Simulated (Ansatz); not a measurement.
## Frequency calculation of MoHBrCl$_{5}$F

MoHBrCl$_{5}$F, computed with RKS PBE/def2-SVP (Ansatz 0.2.0).

It belongs to a series of runs on one base structure; here: vibrations at the highest image of the band. Figures and captions count atoms from 1; the log counts them from 0 in places.

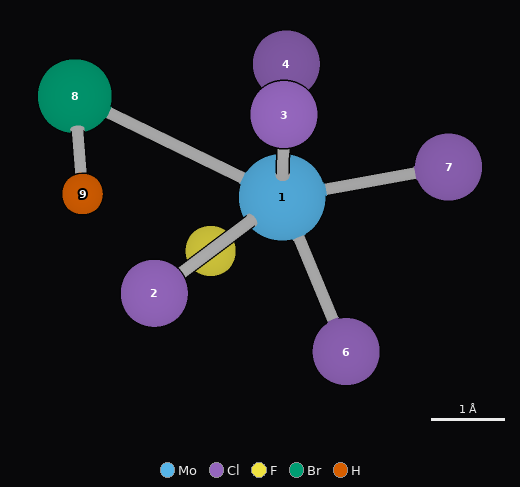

The input geometry (ball-and-stick view, seen at a tilt; atoms are numbered from 1 in the order of the input). Sticks mark near contacts.

### Input
```yaml
crystal:
  periodic: [false, false, false]
  atoms:
    - { symbol: Mo, position_ang: [0.140587, 0.110458, -0.12696] }
    - { symbol: Cl, position_ang: [0.779661, -0.741823, 2.23998] }
    - { symbol: Cl, position_ang: [2.405248, 0.032988, -0.305776] }
    - { symbol: Cl, position_ang: [-0.172773, 2.15409, -1.199279] }
    - { symbol: F, position_ang: [-1.344408, 0.646074, 0.840035] }
    - { symbol: Cl, position_ang: [-0.770452, -2.025779, 0.034006] }
    - { symbol: Cl, position_ang: [0.078139, -0.556781, -2.373576] }
    - { symbol: Br, position_ang: [1.159542, 2.401817, 1.855546] }
    - { symbol: H, position_ang: [1.133554, 0.967853, 2.462424] }
basis:
  gaussian: { orbitals: def2-SVP }
hamiltonian:
  xc: pbe
phonons: {}
```

Run on 4 threads of Arm Neoverse V2, 24 GiB of memory available, shared host.

Launch command:
```bash
ansatz run input.yaml --threads 4 --pin off --max-ram 5120MiB --backend cpu --events-out ev --progress --plain --runs-dir out
```

### Log
```
Engine: ansatz 0.2.0, aarch64-unknown-linux-gnu
Functional definition: PBE
  parameter kappa = 0.804
  parameter beta = 0.06672455060314922
  exchange = pbe_x(kappa = kappa, mu = beta*pi^2/3)
  correlation = pbe_c(beta = beta)
1829 factors; their error is unknown
mean field evaluation 1: about -137180.9276 eV, gradient 4.9e1 eV
mean field evaluation 2: about -136898.8792 eV, gradient 3.4e2 eV
mean field evaluation 4: about -137180.7200 eV, gradient 4.9e1 eV
mean field evaluation 8: about -137185.9652 eV, gradient 1.7e-1 eV
mean field evaluation 16: about -137174.1626 eV, gradient 5.2e1 eV
mean field evaluation 32: about -137183.3972 eV, gradient 9.4e0 eV
mean field -137185.83142238 eV, -5041.4863168763 hartree, gradient 1.7e-5 eV, S^2 0.000000; 4 other end points of the search recorded, 0 dependent functions left out
the calculation of the forces begins
reference -137185.83149586 eV, -5041.4863195764 hartree; 72, 72 occupied and 100, 100 virtual orbitals, 1829 factors
these checks for a lower state are left out or cut short: stability, starts, cluster_reference, orbital_swaps, neighbouring_geometries, increment
1829 factors; their error is unknown
mean field -137185.83128579 eV, -5041.4863118565 hartree, gradient 1.3e-6 eV, S^2 0.000000; 0 other end points of the search recorded, 0 dependent functions left out
[... from here on the field's lines of each further geometry are left out, up to the last ...]
the calculation of the forces begins
reference -137185.83140440 eV, -5041.4863162154 hartree; 72, 72 occupied and 100, 100 virtual orbitals, 1829 factors
these checks for a lower state are left out or cut short: stability, starts, cluster_reference, orbital_swaps, neighbouring_geometries, increment
1829 factors; their error is unknown
mean field -137185.83148991 eV, -5041.4863193579 hartree, gradient 1.8e-6 eV, S^2 0.000000; 0 other end points of the search recorded, 0 dependent functions left out
the calculation of the forces begins
reference -137185.83156339 eV, -5041.4863220581 hartree; 72, 72 occupied and 100, 100 virtual orbitals, 1829 factors
WARN: phonons: modes at or below zero, which the zero-point energy, F, S and C_V leave out: 1, the lowest at -92.15 cm⁻¹. A minimum has none, and a first-order saddle one
Total energy: -137185.83149586 eV, -5041.4863195764 hartree
Atom 0 at     0.140587     0.110458    -0.126960 Å, force    -0.010725    -0.019112    -0.016341 eV/Å
Atom 1 at     0.779661    -0.741823     2.239980 Å, force     0.006339     0.031574    -0.027582 eV/Å
Atom 2 at     2.405248     0.032988    -0.305776 Å, force     0.016379     0.003208    -0.000702 eV/Å
Atom 3 at    -0.172773     2.154090    -1.199279 Å, force     0.006155    -0.013679     0.034930 eV/Å
Atom 4 at    -1.344408     0.646074     0.840035 Å, force    -0.008682    -0.000204     0.012620 eV/Å
Atom 5 at    -0.770452    -2.025779     0.034006 Å, force    -0.014875     0.019259     0.008749 eV/Å
Atom 6 at     0.078139    -0.556781    -2.373576 Å, force     0.016124    -0.011080    -0.002100 eV/Å
Atom 7 at     1.159542     2.401817     1.855546 Å, force    -0.005958    -0.028428     0.022219 eV/Å
Atom 8 at     1.133554     0.967853     2.462424 Å, force    -0.004757     0.018462    -0.031792 eV/Å
Dipole moment:     0.167226     0.021326    -0.075359 e Å
Vibrations: -92.15 35.91 61.15 104.95 117.11 171.80 173.19 186.71 194.43 219.10 241.96 263.89 278.51 282.17 354.45 365.76 386.08 525.98 630.31 660.57 1426.85 cm⁻¹, zero-point energy 0.414163 eV
```

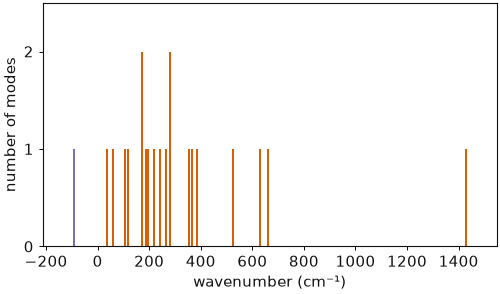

Harmonic vibrational wavenumbers from the force constants; neighbouring modes closer than 7 cm⁻¹ are counted in one stick, and imaginary ones are drawn at negative wavenumbers. 21 modes from 92i to 1427 cm⁻¹, 1 imaginary beyond 8i (92i cm⁻¹): not a clean minimum; so soft a mode can be a shallow saddle, an incomplete relaxation or noise of the force constants.

### Summary

| quantity | value |
| --- | --- |
| outcome | converged |
| total energy | −137185.8315 eV |
| mean-field energy | −137185.8315 eV |
| largest force (length of the vector) | 0.042 eV/Å |
| wall time | 2.2 min (CPU time 8.5 min) |
| peak memory | 0.35 GiB |

### Remarks

The run takes a singlet; with an open-shell metal another spin state may lie lower.
